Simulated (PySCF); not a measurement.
# [WO2F2]−: from a template to the relaxed complex

Task: relax [WO2F2]−, compute its harmonic modes and analyse its electrons. It is a constructed species; whether it can be made isn't addressed.

The runs use PySCF 2.14.0; B3LYP, W def2-SVP with ECP60, O def2-SVP, F def2-SVP; scalar-relativistic core potentials, no spin–orbit coupling.

1 further run of the same task is left out (for a known fault of the program).

**1. Starting geometry**

5 atoms, charge -1, spin multiplicity 2.

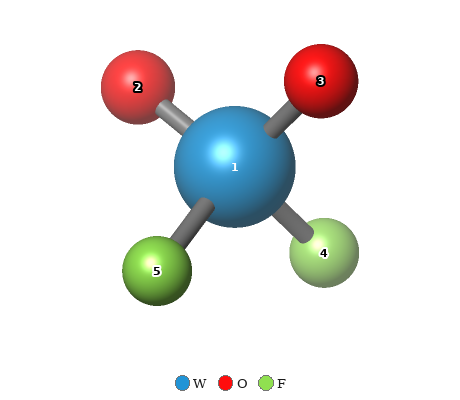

Start geometry, drawn with tungsten blue, oxygen red, fluorine green; atoms are numbered from 1 in the order of the file.

As a file:

```
atom    x (Å)    y (Å)    z (Å)
  W1   0.0000   0.0000   0.0000
  O2   0.8716   0.8716   0.8716
  O3  -0.8716  -0.8716   0.8716
  F4   1.0030  -1.0030  -1.0030
  F5  -1.0030   1.0030  -1.0030
```

Formal oxidation states: W +5.

**2. SCF at the start, doublet**

Contents of run.py (the lines that set the calculation):

```python
mol = gto.M(atom='''
W      0.00000     0.00000     0.00000
O      0.87160     0.87160     0.87160
O     -0.87160    -0.87160     0.87160
F      1.00300    -1.00300    -1.00300
F     -1.00300     1.00300    -1.00300''',
    basis={'W': 'def2-SVP', 'O': 'def2-SVP', 'F': 'def2-SVP'},
    ecp={'W': 'def2-SVP'},
    charge=-1, spin=1)
mf = dft.UKS(mol, xc='B3LYP')
mf.grids.atom_grid = (50, 194)
mf = mf.density_fit()  # fitting sets: W def2-universal-JKFIT, O def2-universal-JKFIT, F def2-universal-JKFIT
mf.conv_tol = 1e-08; mf.max_cycle = 55
mf.kernel(dm0)  # dm0: free metal ions and neutral atoms
```

The run is started by

```sh
$ OMP_NUM_THREADS=2 python run.py
```

Log:

```text
init E= -437.845410480841
  HOMO = 0.202852116931  LUMO = 0.204194689974  gap/eV = 0.03653
cycle= 1 E= -413.556404048964  delta_E= 24.3  |g|= 3.16  |ddm|= 6.26
  HOMO = -0.00956675092587  LUMO = 0.00821928932142  gap/eV = 0.48398
cycle= 2 E= -412.699571277163  delta_E= 0.857  |g|= 3.39  |ddm|=  5.7
  HOMO = 0.0776179134431  LUMO = 0.107598839305  gap/eV = 0.81582
cycle= 3 E= -416.80293146452  delta_E= -4.1  |g|= 0.661  |ddm|= 2.59
  HOMO = 0.111341791501  LUMO = 0.139363559992  gap/eV = 0.76251
cycle= 4 E= -416.716581523964  delta_E= 0.0863  |g|= 0.845  |ddm|= 1.98
  HOMO = 0.10632065179  LUMO = 0.145272779867  gap/eV = 1.05994
cycle= 5 E= -416.982178636748  delta_E= -0.266  |g|= 0.0491  |ddm|= 0.836
  HOMO = 0.101083075237  LUMO = 0.142797098287  gap/eV = 1.13510
cycle= 6 E= -416.983305654755  delta_E= -0.00113  |g|= 0.0242  |ddm|= 0.238
  HOMO = 0.102280557671  LUMO = 0.144894033089  gap/eV = 1.15957
cycle= 7 E= -416.983613446545  delta_E= -0.000308  |g|= 0.00313  |ddm|= 0.0654
  HOMO = 0.102155664238  LUMO = 0.14506434016  gap/eV = 1.16760
cycle= 8 E= -416.98368719844  delta_E= -7.38e-05  |g|= 0.00353  |ddm|= 0.082
  HOMO = 0.102362145822  LUMO = 0.14544944104  gap/eV = 1.17247
cycle= 9 E= -416.983722513902  delta_E= -3.53e-05  |g|= 0.00183  |ddm|= 0.0605
  HOMO = 0.10265480029  LUMO = 0.145745059703  gap/eV = 1.17255
cycle= 10 E= -416.983731983652  delta_E= -9.47e-06  |g|= 0.000686  |ddm|= 0.0387
  HOMO = 0.102762398272  LUMO = 0.145821092048  gap/eV = 1.17169
cycle= 11 E= -416.983732697962  delta_E= -7.14e-07  |g|= 8.86e-05  |ddm|= 0.0112
  HOMO = 0.102777608151  LUMO = 0.145825437274  gap/eV = 1.17139
cycle= 12 E= -416.983732708607  delta_E= -1.06e-08  |g|= 2.15e-05  |ddm|= 0.00112
  HOMO = 0.102774826311  LUMO = 0.145823617655  gap/eV = 1.17142
cycle= 13 E= -416.983732709078  delta_E= -4.71e-10  |g|= 5.86e-06  |ddm|= 0.000105
  HOMO = 0.102774285178  LUMO = 0.145823515483  gap/eV = 1.17143
Extra cycle  E= -416.983732709093  delta_E= -1.43e-11  |g|= 9.16e-06  |ddm|= 2.88e-05
converged SCF energy = -416.983732709093  <S^2> = 0.7503392  2S+1 = 2.0003392
```

Wall time 10 s (2 threads of Arm Neoverse V2, shared host); peak memory 0.63 GiB.

Further starts and a stability analysis followed, whose logs aren't kept: the log above is the first start alone (where DIIS fails, smearing and a level shift add cycles). The lowest solution stands, and the values below are its own:

```
  start  energy (Eh)  cycles
   ions  -416.983733      13
smeared  -416.983733       6
```

Result: E = -416.983733 Eh, HOMO 2.80 eV, LUMO 3.97 eV (over both spins), ⟨S²⟩ = 0.750, Mulliken charge on W1 +0.19 e. The highest filled level lies above zero; it isn't the detachment energy.

**3. Relaxation, doublet**

Steps are kept in the start's point group, C2v.

Contents of run.py (the lines that set the calculation):

```python
mol = gto.M(atom='''
W      0.00000     0.00000     0.04028
O      0.87160     0.87160     0.91188
O     -0.87160    -0.87160     0.91188
F      1.00300    -1.00300    -0.96272
F     -1.00300     1.00300    -0.96272''',
    basis={'W': 'def2-SVP', 'O': 'def2-SVP', 'F': 'def2-SVP'},
    ecp={'W': 'def2-SVP'},
    charge=-1, spin=1)
mf = dft.UKS(mol, xc='B3LYP')
mf.grids.atom_grid = (50, 194)
mf = mf.density_fit()  # fitting sets: W def2-universal-JKFIT, O def2-universal-JKFIT, F def2-universal-JKFIT
mf.conv_tol = 1e-08; mf.max_cycle = 55
mf.kernel(dm0)  # dm0: an SCF of this state at this start
# quasi-Newton relaxation in Cartesian coordinates to a largest gradient under 0.00045 Eh/bohr, steps kept in the point group
```

The run is started by

```sh
$ OMP_NUM_THREADS=2 python run.py
```

The driver keeps no SCF log for this step, only its results.

It took 34 s on 2 threads of Arm Neoverse V2, shared host.

Step by step:

```
step  energy from step 1 (eV)  largest force component (eV/Å)
   1                   0.0000                         17.2572
   2                  -5.2531                          7.2810
   3                  -6.2140                          2.9114
   4                  -6.3840                          1.3875
   5                  -6.4948                          2.0361
   6                  -6.5977                          1.6373
   7                  -6.9102                          1.0349
   8                  -6.9265                          0.1835
   9                  -6.9303                          0.0517
  10                  -6.9307                          0.0551
  11                  -6.9308                          0.0253
  12                  -6.9307                          0.0044
```

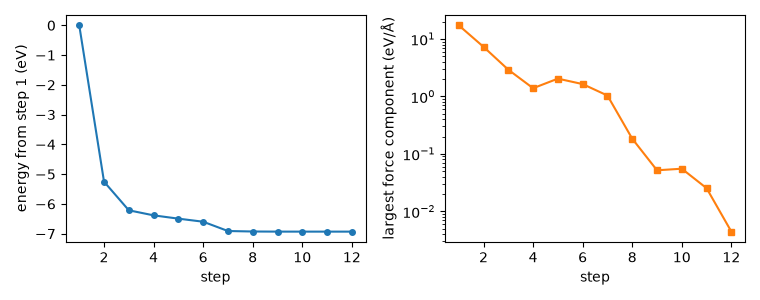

Energy and largest force along the relaxation.

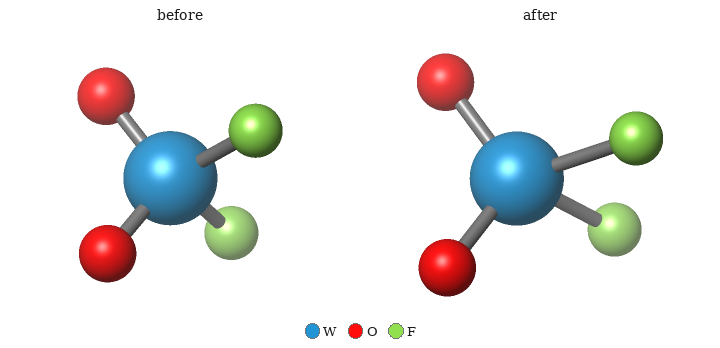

The geometry before (left) and after (right).

Close pairs (by a distance rule), those that changed most:

```
 bond  before (Å)  after (Å)  change (Å)
W1–O2       1.510      1.745      +0.235
W1–O3       1.510      1.745      +0.235
W1–F4       1.737      1.954      +0.217
W1–F5       1.737      1.954      +0.217
```

It ends in C2v at E = -417.238433 Eh.

```
atom    x (Å)    y (Å)    z (Å)
  W1   0.0000   0.0000   0.1975
  O2   1.0277   1.0277   1.1632
  O3  -1.0277  -1.0277   1.1632
  F4   0.8937  -0.8937  -1.2926
  F5  -0.8937   0.8937  -1.2926
```

**4. The relaxed geometry turned into its symmetry frame**

Contents of run.py (the lines that set the calculation):

```python
mol = gto.M(atom='''
W      0.00000     0.00000     0.10133
O      1.02772     1.02772     1.06697
O     -1.02772    -1.02772     1.06697
F      0.89374    -0.89374    -1.38884
F     -0.89374     0.89374    -1.38884''',
    basis={'W': 'def2-SVP', 'O': 'def2-SVP', 'F': 'def2-SVP'},
    ecp={'W': 'def2-SVP'},
    charge=-1, spin=1)
mf = dft.UKS(mol, xc='B3LYP')
mf.grids.atom_grid = (50, 194)
mf = mf.density_fit()  # fitting sets: W def2-universal-JKFIT, O def2-universal-JKFIT, F def2-universal-JKFIT
mf.conv_tol = 1e-08; mf.max_cycle = 55
mf.kernel(dm0)  # dm0: free metal ions and neutral atoms
```

The run is started by

```sh
$ OMP_NUM_THREADS=2 python run.py
```

Log:

```text
init E= -437.316618632974
  HOMO = 0.178576807078  LUMO = 0.180698433126  gap/eV = 0.05773
cycle= 1 E= -405.669917379787  delta_E= 31.6  |g|= 5.13  |ddm|=  6.1
  HOMO = 0.070199247852  LUMO = 0.0732049701022  gap/eV = 0.08179
cycle= 2 E= -366.457286295436  delta_E= 39.2  |g|= 7.63  |ddm|= 9.68
  HOMO = -0.0844864971449  LUMO = -0.0666883271086  gap/eV = 0.48431
cycle= 3 E= -411.501002414672  delta_E=  -45  |g|= 3.53  |ddm|= 8.21
  HOMO = 0.090306831705  LUMO = 0.0949816221869  gap/eV = 0.12721
cycle= 4 E= -406.227325495573  delta_E= 5.27  |g|= 4.36  |ddm|= 5.09
  HOMO = 0.101508819672  LUMO = 0.122208386646  gap/eV = 0.56326
cycle= 5 E= -416.765974616421  delta_E= -10.5  |g|= 0.895  |ddm|= 4.53
  HOMO = -0.0745675689738  LUMO = -0.0337139661946  gap/eV = 1.11168
cycle= 6 E= -417.169221706721  delta_E= -0.403  |g|= 0.388  |ddm|= 2.34
  HOMO = 0.003929668288  LUMO = 0.0947891545431  gap/eV = 2.47241
cycle= 7 E= -417.236860719804  delta_E= -0.0676  |g|= 0.0539  |ddm|= 0.425
  HOMO = 0.00224033579612  LUMO = 0.109558585213  gap/eV = 2.92028
cycle= 8 E= -417.237654705514  delta_E= -0.000794  |g|= 0.0397  |ddm|= 0.101
  HOMO = -0.000895673366802  LUMO = 0.109035911893  gap/eV = 2.99139
cycle= 9 E= -417.238196929264  delta_E= -0.000542  |g|= 0.0232  |ddm|= 0.0429
  HOMO = -0.00190613571977  LUMO = 0.10830731232  gap/eV = 2.99906
cycle= 10 E= -417.238410727563  delta_E= -0.000214  |g|= 0.00679  |ddm|= 0.0217
  HOMO = -0.00204033808989  LUMO = 0.107490134669  gap/eV = 2.98048
cycle= 11 E= -417.238432173373  delta_E= -2.14e-05  |g|= 0.00113  |ddm|= 0.00585
  HOMO = -0.00206677091471  LUMO = 0.107343934295  gap/eV = 2.97722
cycle= 12 E= -417.238432936915  delta_E= -7.64e-07  |g|= 0.000377  |ddm|= 0.00233
  HOMO = -0.00209541546706  LUMO = 0.107289077445  gap/eV = 2.97650
cycle= 13 E= -417.238433022519  delta_E= -8.56e-08  |g|= 6.76e-05  |ddm|= 0.000682
  HOMO = -0.0020976838065  LUMO = 0.107288000287  gap/eV = 2.97654
cycle= 14 E= -417.238433025588  delta_E= -3.07e-09  |g|= 2.67e-05  |ddm|= 0.000158
  HOMO = -0.0021013893527  LUMO = 0.107284085354  gap/eV = 2.97653
Extra cycle  E= -417.238433024539  delta_E= 1.05e-09  |g|= 6.27e-05  |ddm|= 7.66e-05
converged SCF energy = -417.238433024539  <S^2> = 0.75382529  2S+1 = 2.0038216
```

Run time: 2 s. Hardware: 2 threads of Arm Neoverse V2, shared host.

Result: E = -417.238433 Eh, HOMO -0.06 eV, LUMO 2.92 eV (over both spins), ⟨S²⟩ = 0.754, Mulliken charge on W1 +0.81 e. 

**5. Frequencies and infrared intensities**

run.py (the lines that set the calculation), as its differences from that of step 4:

```diff
@@ -12,3 +12,4 @@
 mf = mf.density_fit()  # fitting sets: W def2-universal-JKFIT, O def2-universal-JKFIT, F def2-universal-JKFIT
-mf.conv_tol = 1e-08; mf.max_cycle = 55
-mf.kernel(dm0)  # dm0: free metal ions and neutral atoms
+mf.conv_tol = 1e-10; mf.max_cycle = 55
+mf.kernel(dm0)  # dm0: the density of the relaxed state
+# Hessian and dipole derivatives by central differences of gradients, 0.02 bohr
```

The run is started by

```sh
$ OMP_NUM_THREADS=2 python run.py
```

No log is kept here; the results follow.

Run time: 36 s. Hardware: 2 threads of Arm Neoverse V2, shared host.

Point group C2v; negative numbers are unstable modes, and those under 60 cm⁻¹ are near the numerical noise:

```
cm⁻¹  km/mol  symmetry
  60     0.0        a2
 176     6.7        b1
 219     9.9        b2
 273     1.8        a1
 305     9.7        a1
 566    76.5        b1
 618   118.4        a1
 930   270.1        b2
 973    70.1        a1
```

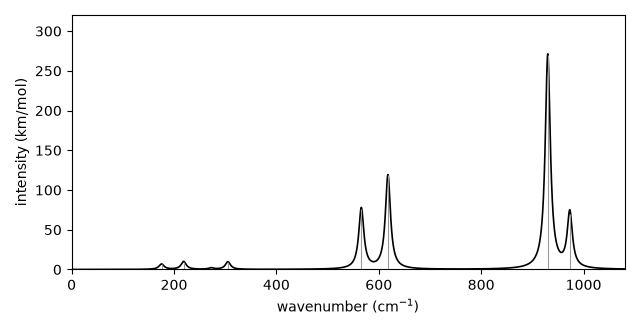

The infrared spectrum from the harmonic lines. Lines are broadened to a width of 12 cm⁻¹ (Lorentzian).

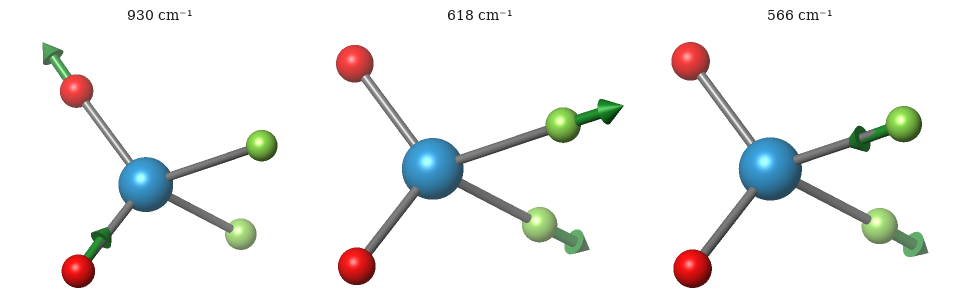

How the atoms move in 3 of the modes.

**6. Charges, bond orders and levels**

Contents of run.py (the lines that set the calculation):

```python
mol = gto.M(atom='''
W      0.00000     0.00000     0.19753
O      1.02772     1.02772     1.16317
O     -1.02772    -1.02772     1.16317
F      0.89374    -0.89374    -1.29264
F     -0.89374     0.89374    -1.29264''',
    basis={'W': 'def2-SVP', 'O': 'def2-SVP', 'F': 'def2-SVP'},
    ecp={'W': 'def2-SVP'},
    charge=-1, spin=1)
mf = dft.UKS(mol, xc='B3LYP')
mf.grids.atom_grid = (75, 302)
mf = mf.density_fit()  # fitting sets: W def2-universal-JKFIT, O def2-universal-JKFIT, F def2-universal-JKFIT
mf.conv_tol = 1e-09; mf.max_cycle = 55
mf.kernel(dm0)  # dm0: the density of the relaxed state
```

The run is started by

```sh
$ OMP_NUM_THREADS=2 python run.py
```

Log:

```text
init E= -417.23831559029
  HOMO = -0.00209765920484  LUMO = 0.107314009451  gap/eV = 2.97724
cycle= 1 E= -417.238315642222  delta_E= -5.19e-08  |g|= 0.000595  |ddm|= 0.000697
  HOMO = -0.00216544926469  LUMO = 0.107256865159  gap/eV = 2.97753
cycle= 2 E= -417.238314726409  delta_E= 9.16e-07  |g|= 0.00164  |ddm|= 0.00145
  HOMO = -0.00210876040993  LUMO = 0.107307506343  gap/eV = 2.97737
cycle= 3 E= -417.238315759222  delta_E= -1.03e-06  |g|= 0.00019  |ddm|= 0.00115
  HOMO = -0.00211713863204  LUMO = 0.107299957354  gap/eV = 2.97739
cycle= 4 E= -417.238315772615  delta_E= -1.34e-08  |g|= 2.46e-05  |ddm|= 0.000146
  HOMO = -0.00211596241689  LUMO = 0.107301252193  gap/eV = 2.97739
cycle= 5 E= -417.238315772803  delta_E= -1.88e-10  |g|= 1.22e-05  |ddm|= 2.26e-05
  HOMO = -0.00211559253324  LUMO = 0.107301707622  gap/eV = 2.97740
Extra cycle  E= -417.238315772263  delta_E= 5.4e-10  |g|= 3.84e-05  |ddm|= 3.35e-05
converged SCF energy = -417.238315772263  <S^2> = 0.75382384  2S+1 = 2.0038202
```

It took 14 s on 2 threads of Arm Neoverse V2, shared host.

Result: E = -417.238316 Eh, HOMO -0.06 eV, LUMO 2.92 eV (over both spins), ⟨S²⟩ = 0.754, Mulliken charge on W1 +0.81 e, largest force component 0.082 eV/Å. 

Löwdin charges:

```
atom  value (e)
  W1       0.08
  O2      -0.27
  O3      -0.27
  F4      -0.27
  F5      -0.27
```

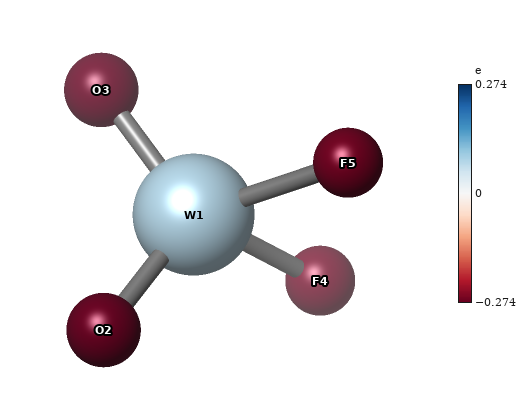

Löwdin charges, as colours on the atoms.

Mulliken charges: W1 +0.81, O2 -0.48, O3 -0.48, F4 -0.43, F5 -0.43 e. Spin: W1 +0.96, F4 +0.04, F5 +0.04.

Contacts (the nearest donor of each ligand) and Mayer bond orders:

```
  contact  distance (Å)  bond order
W1–O2 (O)         1.745        2.08
W1–O3 (O)         1.745        2.08
W1–F4 (F)         1.954        0.90
W1–F5 (F)         1.954        0.90
```

Mulliken populations of W1 outside the core potential: s 2.56, p 6.45, d 4.00, f 0.19.

Orbitals, density, ELF and potential are computed afterwards from the orbital file.

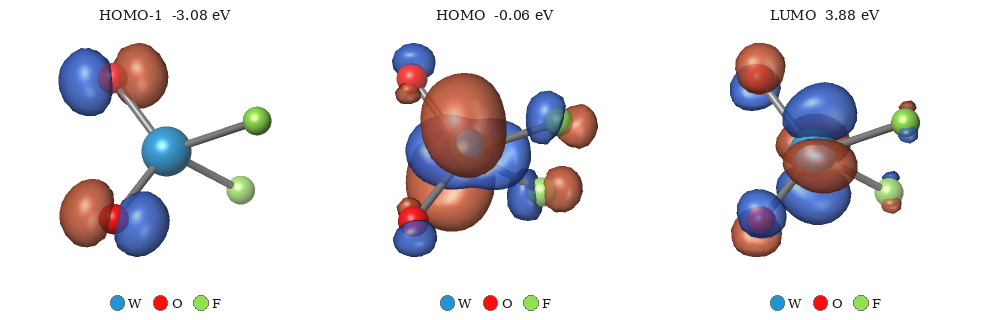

B3LYP orbitals (alpha spin) near the gap, drawn at the value that encloses 70 % of each; the two colours are the two signs.

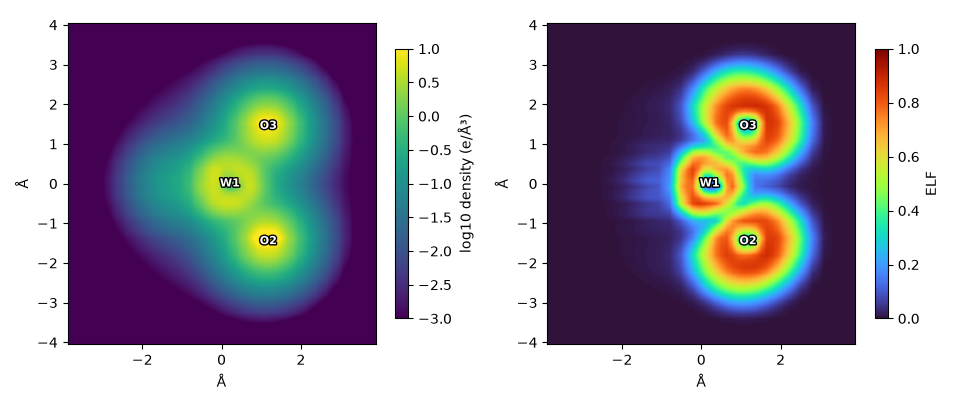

Density (left) and ELF (right) in a plane through or near 3 of the atoms.

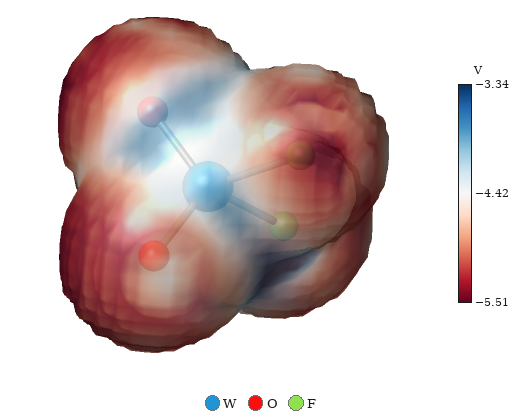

The potential that a unit positive charge feels on the 0.002 e/bohr³ surface, from -5.51 to -3.34 V.

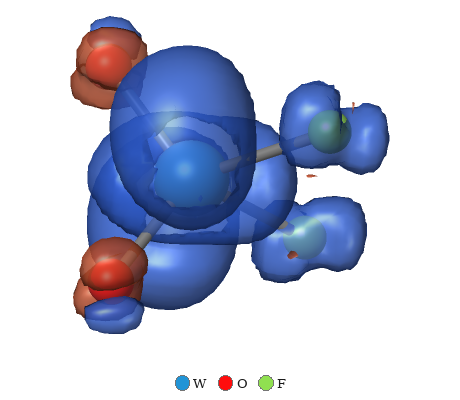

Spin density at ±0.02 e/Å³ (alpha excess blue, beta excess red).

**7. Summary of results**

| quantity | value |
| --- | --- |
| state and point group | doublet, C2v |
| modes | 60 to 973 cm⁻¹, none unstable |
| strongest infrared band (modes within 1.5 cm⁻¹ summed) | 930 cm⁻¹ (270 km/mol) |
| zero-point energy | 0.255 eV |
| ideal gas, 298 K, 1 bar | S = 343.7, Cp = 83.5 J/(mol K) |
| metal–ligand contacts | 1.74 to 1.95 Å |
| frontier levels | HOMO -0.06 eV, LUMO 2.92 eV (over both spins) |
| dipole about the centre of mass | 0.34 D |
| mean polarisability | 6.4 Å³ |

All modes are real within the noise of the softest ones, so the structure is a minimum. The metal carries +0.08 e by Löwdin's partition against a formal +5, and bond orders to the nearest donors reach 2.08. Both measures hang on the basis. One start shape was tried, so another isomer may lie lower. The bases are small and lack diffuse functions. Spin–orbit coupling is left out for this open shell, where it can reorder the states. Open shells may have lower solutions than the one found.
